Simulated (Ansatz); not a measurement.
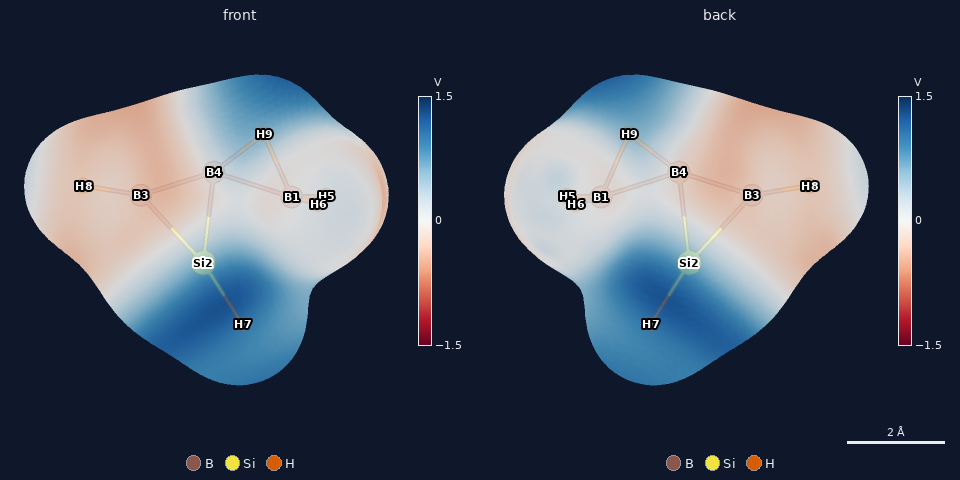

Figure. B₃H₅Si. The electrostatic potential painted on the density surface at 0.002 e/bohr³, seen from the front and from behind; the colour scale runs from red (negative) to blue (positive).

These are results of RKS PBE/def2-SVP in Ansatz, not measurements.

```tsv
atom	x (Å)	y (Å)	z (Å)
B	-0.1156	1.2477	-0.2155
Si	0.3589	-0.9028	-0.8319
B	-0.0032	-1.6854	0.8652
B	-0.2044	-0.1115	0.7905
H	-1.1222	1.6705	-0.7544
H	0.8770	1.9528	-0.1966
H	0.7025	-0.5435	-2.2509
H	-0.0144	-2.7422	1.4399
H	-0.4786	1.1144	1.1537
```

**Describe the electrostatic potential map.**

The most negative region (about −0.5 V, or −12 kcal/mol for a unit charge) lies over H8, the most positive (about +1.2 V, or +28 kcal/mol for a unit charge) over Si2.
